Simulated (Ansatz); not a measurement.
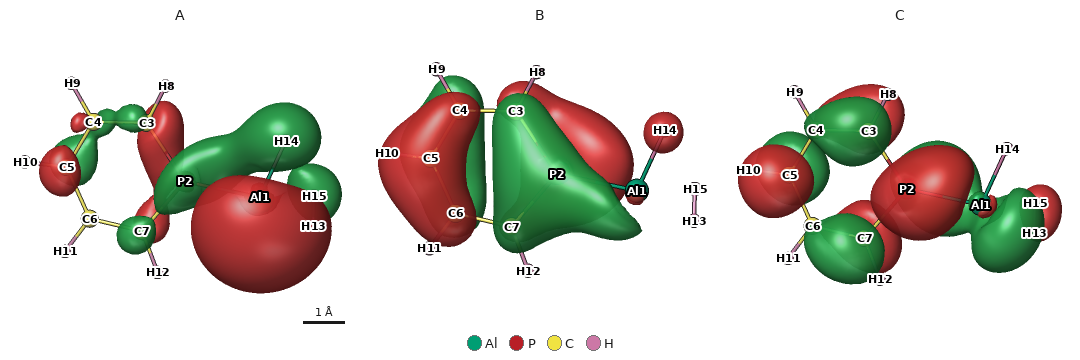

Figure. C5H6AlP···H2 (charge +1, doublet). Three frontier orbitals at ±0.08 Å⁻³ᐟ² (green and red are the two phases), in no order.

Geometry: PBE-D4/def2-SVP.

Method: Ansatz, UKS PBE0-D4/def2-TZVP.

```yaml
atoms:
  - { symbol: Al, position_ang: [1.3209, 2.2244, -1.6502] }
  - { symbol: P, position_ang: [0.2653, 0.3571, -0.5182] }
  - { symbol: C, position_ang: [-1.2939, 0.5087, 0.2329] }
  - { symbol: C, position_ang: [-1.6720, -0.3382, 1.2801] }
  - { symbol: C, position_ang: [-0.8338, -1.3274, 1.8303] }
  - { symbol: C, position_ang: [0.4850, -1.5756, 1.3987] }
  - { symbol: C, position_ang: [1.1182, -0.8625, 0.3763] }
  - { symbol: H, position_ang: [-1.9990, 1.2580, -0.1615] }
  - { symbol: H, position_ang: [-2.6855, -0.2208, 1.6969] }
  - { symbol: H, position_ang: [-1.2303, -1.9398, 2.6544] }
  - { symbol: H, position_ang: [1.0584, -2.3688, 1.9049] }
  - { symbol: H, position_ang: [2.1571, -1.0994, 0.0966] }
  - { symbol: H, position_ang: [1.9489, 1.1368, -3.3414] }
  - { symbol: H, position_ang: [0.1751, 3.1494, -2.2634] }
  - { symbol: H, position_ang: [1.1856, 1.0979, -3.5364] }
```

Q: Order the three orbitals by energy and name them. All are α orbitals.

A: B is the HOMO−1 (α) (−12.06 eV). Its weight (Hirshfeld) is mainly on P2 (about 40 %), C5 (about 20 %), C6 (about 10 %), C4 (about 5 %), Al1 (about 5 %) and C3 (about 5 %). A is the HOMO (α) (−10.47 eV). It lies mainly on Al1 (about 65 %), P2 (about 10 %) and H14 (about 5 %). C is the LUMO (α) (−6.75 eV). Its weight (Hirshfeld) is mainly on P2 (about 25 %), Al1 (about 20 %), C5 (about 15 %), C7 (about 10 %) and C3 (about 10 %).

Q: What is the gap between the highest occupied and lowest empty α orbitals?

A: 3.72 eV between the orbital energies.
